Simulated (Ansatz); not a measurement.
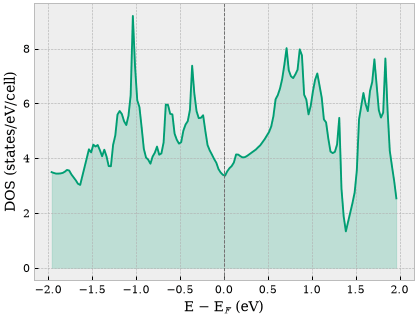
Density of states of Ti$_{3}$Al (P-6m2) near the Fermi level, PBEsol, rigid bands in Ansatz (a quantum-chemistry and plane-wave program).

Problem. With 4 atoms a cell, what bare Sommerfeld coefficient γ = (π²/3) k_B² N(E_F) follows?

Solution. N(E_F) ≈ 3.5 states/eV a cell at 300 K, so γ ≈ 2.1 mJ/(mol of atoms·K²), before many-body enhancement (phonons, spin fluctuations, correlation).

Problem. How far does the Fermi level move in a rigid band for 0.1 electron a cell added or removed?

Solution. 29 meV and -28 meV.

A metal at this level (no band gap); rigid bands, thermally averaged at 300 K, both spins. Spin-orbit coupling is left out. Geometry: cell and atoms relaxed with PBEsol.

Computed structure with no diffraction record at hand here (it may be known, metastable or hypothetical): Ti3Al (P-6m2).
